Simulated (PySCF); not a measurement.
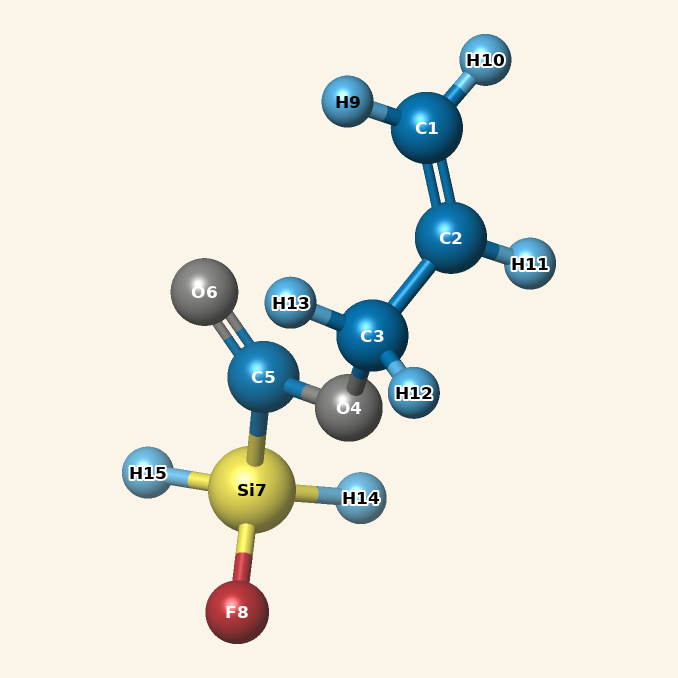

The geometry was computed by an optimisation with GFN2-xTB. No frequency run is at hand to confirm it as a minimum. Electric field gradients from the ground-state density, PBE0/pcSseg-1 (PySCF 2.14.0), non-relativistic apart from any core potentials.

Give the largest field-gradient component, the quadrupole coupling constant and the asymmetry for 17O at O4 (Q = −25.6 mb), 17O at O6 (Q = −25.6 mb).

| atom | V_zz (a.u.) | e²qQ/h (MHz) | η |
| --- | --- | --- | --- |
| O4 | 1.680 | −10.10 | 0.27 |
| O6 | −1.626 | 9.78 | 0.31 |

The geometry is semi-empirical. Around Si such bond lengths and angles can be off by a tenth of an ångström or more and by several degrees, and values that hang on the shape move with them.
